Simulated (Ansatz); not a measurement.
Consider RbMnF3 (Pm-3m).

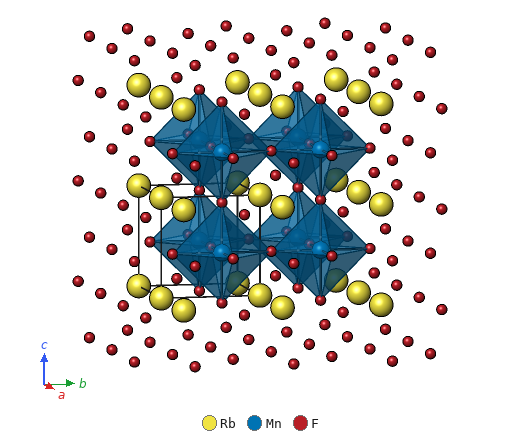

The structure (rubidium yellow, manganese blue, fluorine red). 2×2×2 cells are drawn. Some periodic images of atoms are drawn too.

```yaml
crystal:
  lattice:
    - [0.00000, -4.23247, 0.00000]
    - [-4.23247, 0.00000, 0.00000]
    - [0.00000, 0.00000, -4.23247]
  atoms:
    - { symbol: Rb, position: [0.00000, 0.00000, 0.00000] }
    - { symbol: Mn, position: [0.50000, 0.50000, 0.50000] }
    - { symbol: F, position: [0.50000, 0.00000, 0.50000] }
    - { symbol: F, position: [0.50000, 0.50000, 0.00000] }
    - { symbol: F, position: [0.00000, 0.50000, 0.50000] }
```

The cell and positions are those that the Materials Project relaxed with its own functionals (PBE, PBE+U or r2SCAN), kept fixed. PAW set soft_2, made with PBE.

A constrained-RPA run (Ansatz 0.2.0; non-magnetic LDA; Mn d, bands v3 to c2, 4×4×4 mesh, medium accuracy) builds 5 functions on bands 2.1 eV wide, with 5.0 electrons in the window. The bare on-site interaction is 20.6 eV and the bare J 0.70 eV.

Question: What U and J survive the screening?

On the Mn d shell, U = 7.06 eV (34 % of the bare value), U′ = 5.92 eV, J = 0.58 eV.

The parent state is non-magnetic and the interaction static (zero frequency); U depends on the window and the orbitals, so it belongs to this model alone.

[Paths, hosts, dates, memory and timing lines, banners, echoed tables and standing remarks are left out of the program output.]

[Logs are printed without paths, hosts, clocks, repeated set-up lines and the standing remarks that a program may print on its own settings, such as how far it seeks lower states.]

[Runs of the session that timed out or met a known fault of the program may be left out.]

[Hosts, paths, dates, database ids (printed as entryN), source tags and the programs' standing remarks are cut or masked in the printed files.]
